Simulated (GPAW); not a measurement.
# Cl-SnSn-Cl chair monolayer: work function by functional and basis

Wanted: work functions and dipole of Cl-SnSn-Cl chair monolayer, with the cost of each level.

Calculated with GPAW 26.7.0; GPAW, PAW setups; layer in a repeated cell with vacuum, relaxation of atoms and in-plane cell, in the first sound run; inputs show where later runs differ.

## 1. Starting point

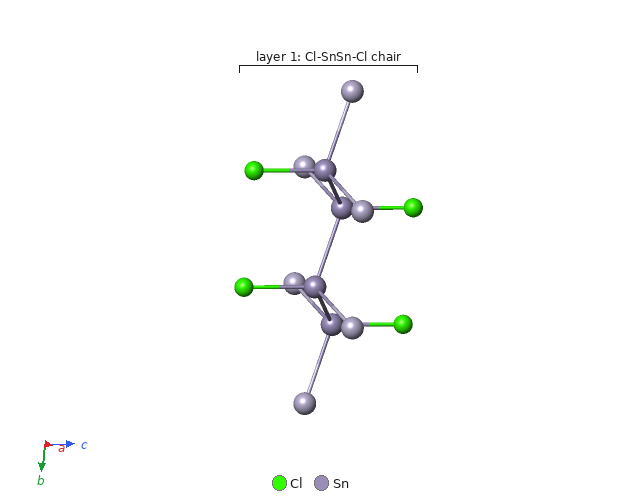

The cell as given, from the side, with the c axis across the page (chlorine green, tin purple). 1×2×1 cells are drawn. Some periodic images of atoms are drawn too.

The cell holds 4 atoms: 2 Cl and 2 Sn. Its edges and angles: a = 4.587 Å, b = 4.587 Å, c = 19.747 Å, α = 90.0°, β = 90.0°, γ = 120.0°. Vacuum lies along c.

Structure file:

```cif
data_structure
_symmetry_space_group_name_H-M 'P 1'
_symmetry_Int_Tables_number 1
_cell_length_a 4.5870
_cell_length_b 4.5870
_cell_length_c 19.7467
_cell_angle_alpha 90.000
_cell_angle_beta 90.000
_cell_angle_gamma 120.000
_cell_volume 359.82
loop_
_atom_site_label
_atom_site_type_symbol
_atom_site_fract_x
_atom_site_fract_y
_atom_site_fract_z
_atom_site_occupancy
Cl1 Cl 0.66667 0.33333 0.35449 1
Sn2 Sn 0.66667 0.33333 0.47654 1
Sn3 Sn 0.33333 0.66667 0.52346 1
Cl4 Cl 0.33333 0.66667 0.64551 1
```

## 2. Relaxation

Forces are removed first; all later runs use this geometry.

Contents of run.py:

```python
import json
import numpy as np
from ase import Atoms
from ase.filters import FrechetCellFilter
from ase.optimize import BFGS
from gpaw import GPAW, PW

slab = Atoms(
    ['Cl', 'Sn', 'Sn', 'Cl'],
    positions=[
        [2.29350, 1.32415, 7.00000],
        [2.29350, 1.32415, 9.41000],
        [-0.00000, 2.64831, 10.33667],
        [-0.00000, 2.64831, 12.74667]],
    cell=[[4.587, 0.0, 0.0], [-2.2935, 3.97246, 0.0], [0.0, 0.0, 19.7467]],
    pbc=[True, True, True])

slab.calc = GPAW(mode=PW(600), xc='PBE', kpts={'size': (9, 9, 1), 'gamma': True},
                 occupations={'name': 'fermi-dirac', 'width': 0.05}, nbands='200%',
                 convergence={'density': 1e-05}, maxiter=200,
                 symmetry={'tolerance': 1e-3}, txt='slab.txt')
result = {}
# The in-plane cell is free; stress needs a cell that repeats along all three vectors
path = []
opt = BFGS(FrechetCellFilter(slab, mask=[1, 1, 0, 0, 0, 1]), maxstep=0.2)
opt.attach(lambda: path.append((slab.get_potential_energy(), slab.positions.tolist(), slab.get_forces().tolist())))
result['relaxed'] = bool(opt.run(fmax=0.02, steps=45))
result['path'] = path
result['cell'] = slab.cell.tolist()
print('in-plane lattice', slab.cell.cellpar().round(4)[[0, 1, 5]])
energy = slab.get_potential_energy()
fermi = slab.calc.get_fermi_level()
v = slab.calc.get_electrostatic_potential().mean((0, 1)) - fermi
n = slab.calc.get_pseudo_density().mean((0, 1))
L = slab.cell[2, 2]
z = np.arange(len(v)) * L / len(v)
low, high = slab.positions[:, 2].min(), slab.positions[:, 2].max()
below, above = np.interp([low - 4.8, high + 4.8], z, v)
slopes = [np.interp(x, z, np.gradient(v, z)) for x in (low - 4.8, high + 4.8)]
eps = np.array([[slab.calc.get_eigenvalues(k, s) for k in range(len(slab.calc.get_ibz_k_points()))]
                for s in range(slab.calc.get_number_of_spins())]) - fermi
top, bottom = eps[eps < 0].max(), eps[eps > 0].min()
dipole = slab.get_dipole_moment()[2]
print(f'energy {energy:.4f} eV, Fermi level {fermi:.4f} eV, dipole {dipole:.5f} e A')
print(f'potential 4.8 A off the faces, from the Fermi level: lower {below:.4f} eV, upper {above:.4f} eV')
print(f'slope of the potential there: lower {slopes[0]:.5f}, upper {slopes[1]:.5f} eV/A')
print(f'nearest levels on the mesh: {top:.4f} and {bottom:.4f} eV')
print('magnetic moment', round(slab.get_magnetic_moment(), 3))
result.update(energy=energy, fermi=fermi, dipole=dipole, below=below, above=above, slopes=slopes, edges=[top, bottom],
              z=z.tolist(), v=v.tolist(), n=n.tolist(), positions=slab.positions.tolist(),
              forces=slab.get_forces(apply_constraint=False).tolist(), moments=slab.get_magnetic_moments().tolist())
json.dump(result, open('result.json', 'w'))
```

Run with:

```bash
$ OMP_NUM_THREADS=1 OPENBLAS_NUM_THREADS=1 python run.py
```

The log of the run:

```text
Step          Energy          fmax
BFGS:    0      -13.871574        0.642263
BFGS:    1      -13.895194        0.576053
BFGS:    2      -13.948366        0.628607
BFGS:    3      -13.965103        0.647847
BFGS:    4      -14.102301        0.302172
BFGS:    5      -14.107902        0.125521
BFGS:    6      -14.108839        0.093762
BFGS:    7      -14.109911        0.127758
BFGS:    8      -14.111489        0.137405
BFGS:    9      -14.112921        0.092546
BFGS:   10      -14.113474        0.037160
BFGS:   11      -14.113565        0.005512
in-plane lattice [  4.9197   4.9197 120.    ]
energy -14.1121 eV, Fermi level -3.5755 eV, dipole -0.00040 e A
potential 4.8 A off the faces, from the Fermi level: lower 6.3949 eV, upper 6.3958 eV
slope of the potential there: lower -0.00019, upper -0.00018 eV/A
nearest levels on the mesh: -0.0256 and 0.7287 eV
magnetic moment 0.0
```

Elapsed: 20 min, on 1 thread of Arm Neoverse V2, shared host; peak memory 0.68 GiB.

Numbers from this step:

```yaml
dipole_along_the_normal: -4.01e-4 e·Å
levels_nearest_the_fermi_level_on_the_mesh: -0.02563, 0.7287 eV from the Fermi level
```

The electrostatic potential energy of an electron (without an applied field's), less the Fermi level, planar mean by z:

```tsv
z (Å)	electrostatic potential energy of an electron (without an applied field's), less the Fermi level, planar mean (eV)
0	6.40
2	6.40
4	6.39
6	6.03
8	3.66
10	-12.4
12	2.68
14	6.25
16	6.40
18	6.40
```

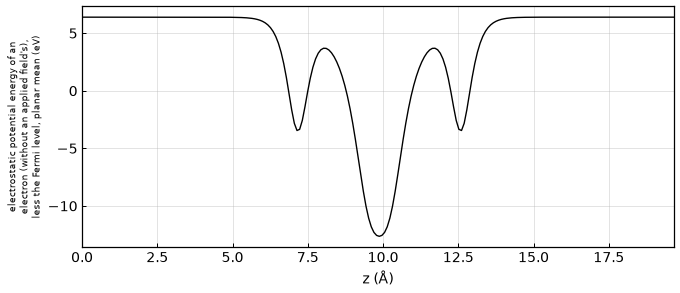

Electrostatic potential energy of an electron (without an applied field's), less the Fermi level, planar mean, plotted against z.

The pseudo valence density, planar mean oscillates, so the rows of the table below give means over windows of 2 Å about each position, cut where the curve ends. Its maxima inside the range that stand out by 2 % of the span (Å: e/Å³): 7.4: 0.227, 9.7: 0.833, 10.0: 0.833, 12.3: 0.227. Its minima: 8.3: 0.0734, 9.9: 0.796, 11.5: 0.0734.

The pseudo valence density, planar mean by z; means over each step:

```tsv
z (Å)	pseudo valence density, planar mean (e/Å³)
2	0
4	1.1e-4
6	0.0675
8	0.150
10	0.587
12	0.156
14	0.0405
16	4.6e-5
```

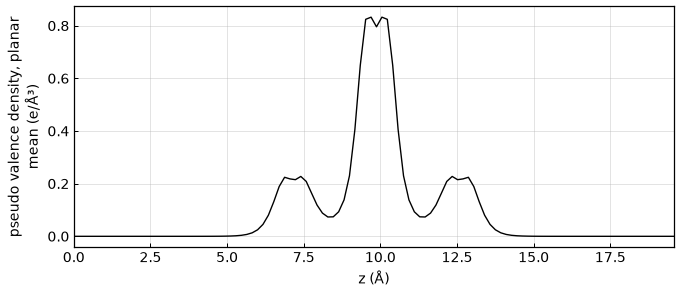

Pseudo valence density, planar mean, plotted against z.

The relaxation lowered the energy of the cell by 0.241 eV (energies extrapolated to zero smearing; the optimiser's log prints free energies). The largest force left on a free atom is 0.0055 eV/Å.

## 3. Plane waves, PBE

With the geometry fixed, the planar mean of the potential gives the vacuum level on each side.

This step: GPAW, PAW setups; slab in vacuum (GPAW 26.7.0).

The cell differs from the one that the last finished run ended in (c 19.747 → 19.418 Å).

Edit run.py of step 2 so:

```diff
@@ -3,4 +3,2 @@
 from ase import Atoms
-from ase.filters import FrechetCellFilter
-from ase.optimize import BFGS
 from gpaw import GPAW, PW
@@ -10,22 +8,15 @@
     positions=[
-        [2.29350, 1.32415, 7.00000],
-        [2.29350, 1.32415, 9.41000],
-        [-0.00000, 2.64831, 10.33667],
-        [-0.00000, 2.64831, 12.74667]],
-    cell=[[4.587, 0.0, 0.0], [-2.2935, 3.97246, 0.0], [0.0, 0.0, 19.7467]],
-    pbc=[True, True, True])
+        [2.45986, 1.42020, 7.00000],
+        [2.45986, 1.42020, 9.37320],
+        [0.00000, 2.84040, 10.04461],
+        [0.00000, 2.84040, 12.41781]],
+    cell=[[4.91972, -0.0, 0.0], [-2.45986, 4.2606, 0.0], [0.0, 0.0, 19.4178]],
+    pbc=[True, True, False])
 
-slab.calc = GPAW(mode=PW(600), xc='PBE', kpts={'size': (9, 9, 1), 'gamma': True},
+slab.calc = GPAW(mode=PW(400), xc='PBE', kpts={'size': (9, 9, 1), 'gamma': True},
                  occupations={'name': 'fermi-dirac', 'width': 0.05}, nbands='200%',
                  convergence={'density': 1e-05}, maxiter=200,
+                 poissonsolver={'dipolelayer': 'xy'},
                  symmetry={'tolerance': 1e-3}, txt='slab.txt')
 result = {}
-# The in-plane cell is free; stress needs a cell that repeats along all three vectors
-path = []
-opt = BFGS(FrechetCellFilter(slab, mask=[1, 1, 0, 0, 0, 1]), maxstep=0.2)
-opt.attach(lambda: path.append((slab.get_potential_energy(), slab.positions.tolist(), slab.get_forces().tolist())))
-result['relaxed'] = bool(opt.run(fmax=0.02, steps=45))
-result['path'] = path
-result['cell'] = slab.cell.tolist()
-print('in-plane lattice', slab.cell.cellpar().round(4)[[0, 1, 5]])
 energy = slab.get_potential_energy()
```

The log of the run:

```text
energy -13.8036 eV, Fermi level -3.5269 eV, dipole 0.00022 e A
potential 4.8 A off the faces, from the Fermi level: lower 6.3962 eV, upper 6.3949 eV
slope of the potential there: lower -0.00006, upper 0.00006 eV/A
nearest levels on the mesh: -0.0256 and 0.7259 eV
magnetic moment 0.0
```

Elapsed: 65 s, on 1 thread; peak memory 0.29 GiB.

Numbers from this step:

| Quantity | Value |
| --- | --- |
| dipole along the normal | 2.23e-4 e·Å |
| levels nearest the Fermi level on the mesh | -0.02559, 0.7259 eV from the Fermi level |
| upper work function | 6.395 eV |
| lower work function | 6.396 eV |

The electrostatic potential energy of an electron (without an applied field's), less the Fermi level, planar mean by z:

```tsv
z (Å)	electrostatic potential energy of an electron (without an applied field's), less the Fermi level, planar mean (eV)
0	6.40
1	6.40
2	6.40
3	6.40
4	6.40
5	6.38
6	5.73
7	-3.44
8	3.60
9	-5.67
10	-11.6
11	1.71
12	1.07
13	3.59
14	6.31
15	6.39
16	6.39
17	6.39
18	6.39
19	6.40
```

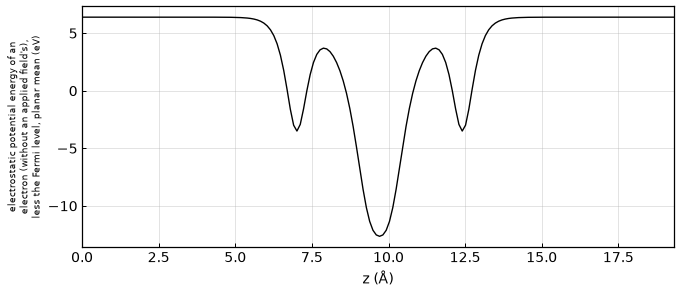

Electrostatic potential energy of an electron (without an applied field's), less the Fermi level, planar mean against z.

The pseudo valence density, planar mean oscillates, so the rows of the table below give means over windows of 2 Å about each position, cut where the curve ends. Its maxima inside the range that stand out by 2 % of the span (Å: e/Å³): 6.7: 0.222, 9.5: 0.842, 9.9: 0.842, 12.7: 0.222. Its minima: 8.2: 0.0717, 9.7: 0.796, 11.2: 0.0717.

The pseudo valence density, planar mean by z; means over each step:

```tsv
z (Å)	pseudo valence density, planar mean (e/Å³)
2	0
4	2.1e-4
6	0.0854
8	0.162
10	0.567
12	0.161
14	0.0266
16	2.8e-5
```

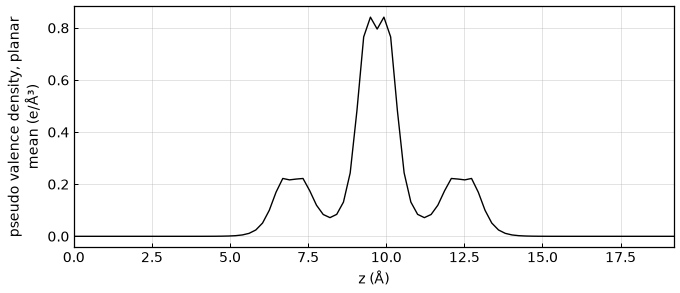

Pseudo valence density, planar mean, plotted against z.

The potential is flat to 5.6e-5 eV/Å where it is read, so the vacuum is wide enough.

## 4. Self-consistent run: xc = "revPBE"

The same geometry under revPBE, to see how far the functional moves the levels against the vacuum.

Edit run.py of step 3 so:

```diff
@@ -15,3 +15,3 @@
 
-slab.calc = GPAW(mode=PW(400), xc='PBE', kpts={'size': (9, 9, 1), 'gamma': True},
+slab.calc = GPAW(mode=PW(400), xc='revPBE', kpts={'size': (9, 9, 1), 'gamma': True},
                  occupations={'name': 'fermi-dirac', 'width': 0.05}, nbands='200%',
```

The log of the run:

```text
energy -13.0762 eV, Fermi level -3.4617 eV, dipole 0.00022 e A
potential 4.8 A off the faces, from the Fermi level: lower 6.3388 eV, upper 6.3376 eV
slope of the potential there: lower -0.00006, upper 0.00006 eV/A
nearest levels on the mesh: -0.0257 and 0.7508 eV
magnetic moment 0.0
```

Wall time 65 s (1 thread); peak memory 0.29 GiB.

Numbers from this step:

| Property | Result |
| --- | --- |
| levels nearest the Fermi level on the mesh | -0.02571, 0.7508 eV from the Fermi level |
| upper work function | 6.338 eV |
| lower work function | 6.339 eV |

Table of electrostatic potential energy of an electron (without an applied field's), less the Fermi level, planar mean by z:

```tsv
z (Å)	electrostatic potential energy of an electron (without an applied field's), less the Fermi level, planar mean (eV)
0	6.34
1	6.34
2	6.34
3	6.34
4	6.34
5	6.32
6	5.68
7	-3.50
8	3.51
9	-5.76
10	-11.7
11	1.61
12	0.994
13	3.54
14	6.25
15	6.33
16	6.34
17	6.34
18	6.34
19	6.34
```

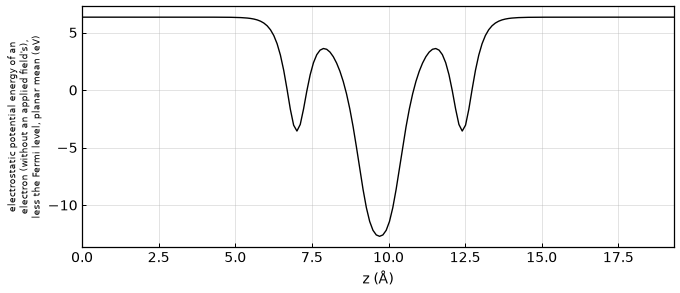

Electrostatic potential energy of an electron (without an applied field's), less the Fermi level, planar mean, plotted against z.

The pseudo valence density, planar mean oscillates, so the rows of the table below give means over windows of 2 Å about each position, cut where the curve ends. Its maxima inside the range that stand out by 2 % of the span (Å: e/Å³): 6.7: 0.222, 9.5: 0.842, 9.9: 0.842, 12.7: 0.222. Its minima: 8.2: 0.0713, 9.7: 0.796, 11.2: 0.0713.

Pseudo valence density, planar mean against z; means over each step:

```tsv
z (Å)	pseudo valence density, planar mean (e/Å³)
2	0
4	2.1e-4
6	0.0855
8	0.162
10	0.567
12	0.161
14	0.0266
16	2.9e-5
```

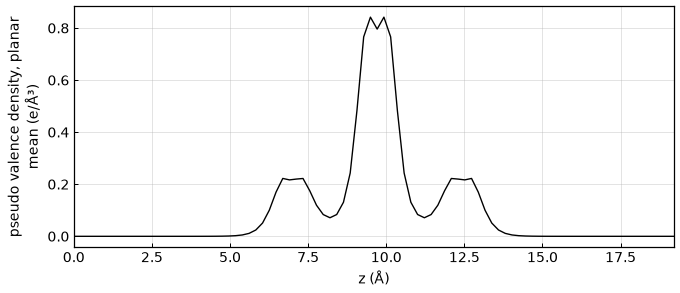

Pseudo valence density, planar mean against z.

Force by atom:

```tsv
atom	x (eV/Å)	y (eV/Å)	z (eV/Å)	size
Cl1	0.000	0.000	-0.148	0.148
Sn2	0.000	0.000	0.044	0.044
Sn3	0.000	0.000	-0.044	0.044
Cl4	0.000	0.000	0.148	0.148
```

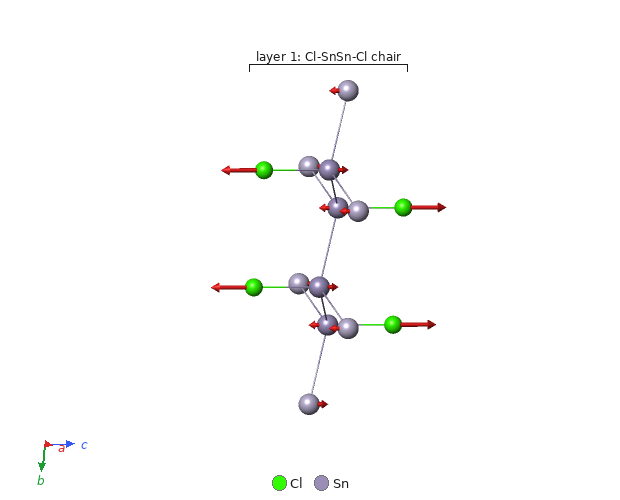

Force as arrows, the longest 0.148 eV/Å. 1×2×1 cells are drawn. Some periodic images of atoms are drawn too.

The upper face's work function is 6.338 eV, against 6.395 eV in the first plane-wave PBE run at this geometry.

## 5. Self-consistent run: xc = "LDA"

The same geometry under LDA, to see how far the functional moves the levels against the vacuum.

Edit run.py of step 4 so:

```diff
@@ -15,3 +15,3 @@
 
-slab.calc = GPAW(mode=PW(400), xc='revPBE', kpts={'size': (9, 9, 1), 'gamma': True},
+slab.calc = GPAW(mode=PW(400), xc='LDA', kpts={'size': (9, 9, 1), 'gamma': True},
                  occupations={'name': 'fermi-dirac', 'width': 0.05}, nbands='200%',
```

The log of the run:

```text
energy -15.3646 eV, Fermi level -3.7283 eV, dipole 0.00022 e A
potential 4.8 A off the faces, from the Fermi level: lower 6.5620 eV, upper 6.5607 eV
slope of the potential there: lower -0.00006, upper 0.00006 eV/A
nearest levels on the mesh: -0.0260 and 0.6542 eV
magnetic moment 0.0
```

The job ended after 65 s (1 thread; peak memory 0.28 GiB).

Numbers from this step:

* dipole along the normal: 2.24e-4 e·Å
* levels nearest the Fermi level on the mesh: -0.02597, 0.6542 eV from the Fermi level
* upper work function: 6.561 eV
* lower work function: 6.562 eV

The upper face's work function is 6.561 eV, against 6.395 eV in the first plane-wave PBE run at this geometry.

## 6. Self-consistent run: xc = "vdW-DF2"

The same geometry under vdW-DF2, to see how far the functional moves the levels against the vacuum (the van der Waals functionals take revPBE setups).

Edit run.py of step 5 so:

```diff
@@ -15,3 +15,3 @@
 
-slab.calc = GPAW(mode=PW(400), xc='LDA', kpts={'size': (9, 9, 1), 'gamma': True},
+slab.calc = GPAW(mode=PW(400), xc='vdW-DF2', kpts={'size': (9, 9, 1), 'gamma': True},
                  occupations={'name': 'fermi-dirac', 'width': 0.05}, nbands='200%',
```

The log of the run:

```text
energy -271.0714 eV, Fermi level -3.7318 eV, dipole 0.00022 e A
potential 4.8 A off the faces, from the Fermi level: lower 6.6909 eV, upper 6.6897 eV
slope of the potential there: lower -0.00008, upper 0.00008 eV/A
nearest levels on the mesh: -0.0241 and 0.6515 eV
magnetic moment 0.0
```

It took 77 s on 1 thread; peak memory 0.55 GiB.

This step gave:

```yaml
dipole_along_the_normal: 2.23e-4 e·Å
levels_nearest_the_fermi_level_on_the_mesh: -0.02410, 0.6515 eV from the Fermi level
upper_work_function: 6.690 eV
lower_work_function: 6.691 eV
```

The upper face's work function is 6.690 eV, against 6.395 eV in the first plane-wave PBE run at this geometry.

## 7. Self-consistent run: xc = "RPBE"

The same geometry under RPBE, to see how far the functional moves the levels against the vacuum.

Edit run.py of step 6 so:

```diff
@@ -15,3 +15,3 @@
 
-slab.calc = GPAW(mode=PW(400), xc='vdW-DF2', kpts={'size': (9, 9, 1), 'gamma': True},
+slab.calc = GPAW(mode=PW(400), xc='RPBE', kpts={'size': (9, 9, 1), 'gamma': True},
                  occupations={'name': 'fermi-dirac', 'width': 0.05}, nbands='200%',
```

The log of the run:

```text
energy -13.0055 eV, Fermi level -3.4633 eV, dipole 0.00022 e A
potential 4.8 A off the faces, from the Fermi level: lower 6.3530 eV, upper 6.3518 eV
slope of the potential there: lower -0.00006, upper 0.00006 eV/A
nearest levels on the mesh: -0.0257 and 0.7579 eV
magnetic moment 0.0
```

The job ended after 65 s (1 thread; peak memory 0.29 GiB).

This step gave:

- levels nearest the Fermi level on the mesh: -0.02574, 0.7579 eV from the Fermi level
- upper work function: 6.352 eV
- lower work function: 6.353 eV

The electrostatic potential energy of an electron (without an applied field's), less the Fermi level, planar mean by z:

```tsv
z (Å)	electrostatic potential energy of an electron (without an applied field's), less the Fermi level, planar mean (eV)
0	6.35
2	6.35
4	6.35
6	5.68
8	3.48
10	-11.7
12	0.980
14	6.26
16	6.35
18	6.35
```

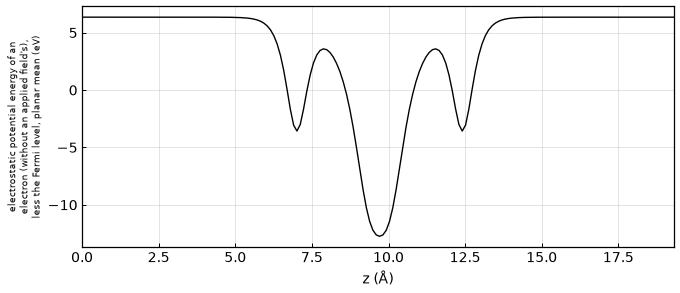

Electrostatic potential energy of an electron (without an applied field's), less the Fermi level, planar mean against z.

The upper face's work function is 6.352 eV, against 6.395 eV in the first plane-wave PBE run at this geometry.

## 8. OptPBE vdW: xc = "optPBE-vdW"

The same geometry under optPBE-vdW, to see how far the functional moves the levels against the vacuum (the van der Waals functionals take revPBE setups).

Edit run.py of step 7 so:

```diff
@@ -15,3 +15,3 @@
 
-slab.calc = GPAW(mode=PW(400), xc='RPBE', kpts={'size': (9, 9, 1), 'gamma': True},
+slab.calc = GPAW(mode=PW(400), xc='optPBE-vdW', kpts={'size': (9, 9, 1), 'gamma': True},
                  occupations={'name': 'fermi-dirac', 'width': 0.05}, nbands='200%',
```

The log of the run:

```text
energy -55.3299 eV, Fermi level -3.6431 eV, dipole 0.00022 e A
potential 4.8 A off the faces, from the Fermi level: lower 6.5600 eV, upper 6.5588 eV
slope of the potential there: lower -0.00006, upper 0.00006 eV/A
nearest levels on the mesh: -0.0248 and 0.7061 eV
magnetic moment 0.0
```

The job ended after 76 s (1 thread; peak memory 0.55 GiB).

This step gave:

```yaml
levels_nearest_the_fermi_level_on_the_mesh: -0.02478, 0.7061 eV from the Fermi level
upper_work_function: 6.559 eV
lower_work_function: 6.560 eV
```

The upper face's work function is 6.559 eV, against 6.395 eV in the first plane-wave PBE run at this geometry.

## 9. Real-space grid: mode = "fd"

A real-space grid is a second complete basis, so it checks the plane-wave result.

Edit run.py of step 8 so:

```diff
@@ -3,3 +3,3 @@
 from ase import Atoms
-from gpaw import GPAW, PW
+from gpaw import GPAW
 
@@ -15,3 +15,3 @@
 
-slab.calc = GPAW(mode=PW(400), xc='optPBE-vdW', kpts={'size': (9, 9, 1), 'gamma': True},
+slab.calc = GPAW(mode='fd', h=0.18, xc='PBE', kpts={'size': (9, 9, 1), 'gamma': True},
                  occupations={'name': 'fermi-dirac', 'width': 0.05}, nbands='200%',
```

The log of the run:

```text
energy -14.1237 eV, Fermi level -6.3952 eV, dipole 0.00018 e A
potential 4.8 A off the faces, from the Fermi level: lower 6.3958 eV, upper 6.3946 eV
slope of the potential there: lower -0.00001, upper 0.00001 eV/A
nearest levels on the mesh: -0.0256 and 0.7292 eV
magnetic moment 0.0
```

Run time: 4.3 min. Hardware: 1 thread; peak memory 1 GiB.

Numbers from this step:

```
dipole along the normal                    : 1.78e-4 e·Å
levels nearest the Fermi level on the mesh : -0.02555, 0.7292 eV from the Fermi level
upper work function                        : 6.395 eV
lower work function                        : 6.396 eV
```

The upper face's work function is 6.395 eV, against 6.395 eV in the first plane-wave PBE run at this geometry.

(Part 1 of 2 ends here.)

[Logs are printed without paths, hosts, clocks, repeated set-up lines and the standing remarks that a program may print on its own settings, such as how far it seeks lower states.]

[Hosts, paths, dates, database ids (printed as entryN), source tags and the programs' standing remarks are cut or masked in the printed files.]
